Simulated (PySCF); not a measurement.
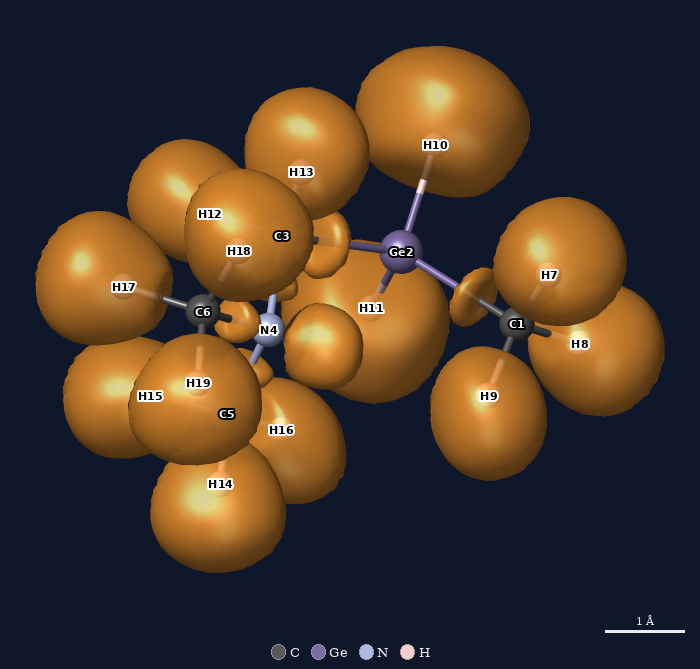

*C$_{4}$H$_{13}$GeN. Isosurface of the ELF at 0.85 (orange), seen at a tilt. Core shells and regions of very low density are left out.*

Geometry: GFN2-xTB.

The calculation used PySCF 2.14.0, CAM-B3LYP/def2-SVPD, SCF density, gas phase.

```xyz
19

C     2.3581    0.6883    0.8263
Ge    1.7537   -0.5514   -0.5727
C    -0.1168   -0.1213   -1.0903
N    -0.9055    0.2089    0.0801
C    -1.1722   -0.9681    0.8758
C    -2.1372    0.8833   -0.2762
H     2.4392    1.6950    0.4256
H     3.3249    0.4025    1.2300
H     1.6338    0.7083    1.6355
H     2.6370   -0.4603   -1.7930
H     1.9074   -1.9842   -0.1200
H    -0.5784   -0.9255   -1.6865
H    -0.0748    0.7630   -1.7310
H    -1.7373   -0.6831    1.7628
H    -1.7429   -1.7311    0.3225
H    -0.2255   -1.4078    1.1919
H    -2.7974    0.2614   -0.9019
H    -1.9021    1.7973   -0.8201
H    -2.6737    1.1519    0.6336
```

> Describe the localisation domains.

The surface consists of three regions between bonded C–N atoms (shared pairs), 13 regions around hydrogen nuclei, two lobes of the valence shell of C pointing towards Ge (polar bonds) and one lobe on N, pointing away from the bonds (lone pairs). Profiles from the grid: C–N (1.45 Å): the ELF peaks at about 0.95 between the atoms: a covalent bond. C–Ge (1.96 Å): the ELF peaks at about 0.95 in the valence shell of C, 0.7 Å from its nucleus, and is about 0.70 at the midpoint.
